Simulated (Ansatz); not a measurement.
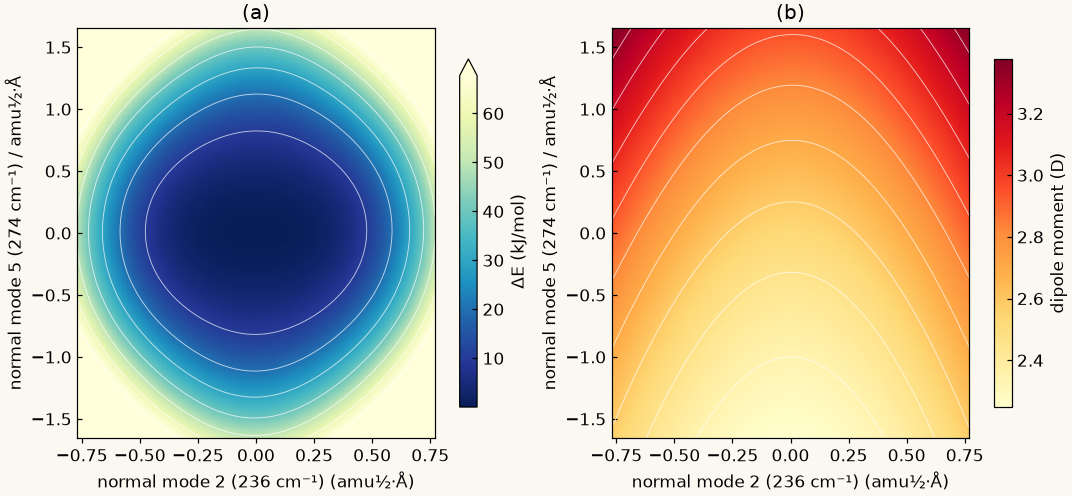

H₂MoO₄, SMILES [O]=[Mo](=[O])([OH])[OH]. First axis: normal mode 2 (236 cm⁻¹). Second axis: normal mode 5 (274 cm⁻¹). Nothing is relaxed (straight displacements along the two mass-weighted modes). Grid: 15 × 15 points. Energies: kJ/mol, counted from the lowest grid point. Theory: RHF/def2-SVP in Ansatz 0.2.0.

Panel (a) is the energy and panel (b) the computed dipole moment on the same grid.

The picture shows a smooth colour map with a few white contour lines, one colour for all values above the top of the scale. Between grid points the surface is interpolated.

Q: How does the dipole moment vary over the map, and what is it at the lowest grid point?

A: Leaving out the highest fifth of the energies, it runs from 2.25 D at normal mode 2 (236 cm⁻¹) = 0.00 amu½·Å, normal mode 5 (274 cm⁻¹) = −1.653 amu½·Å to 3.10 D at normal mode 2 (236 cm⁻¹) = −0.77 amu½·Å, normal mode 5 (274 cm⁻¹) = 0.708 amu½·Å. At the lowest grid point, normal mode 2 (236 cm⁻¹) = 0.00 amu½·Å, normal mode 5 (274 cm⁻¹) = 0.000 amu½·Å, it is 2.52 D.
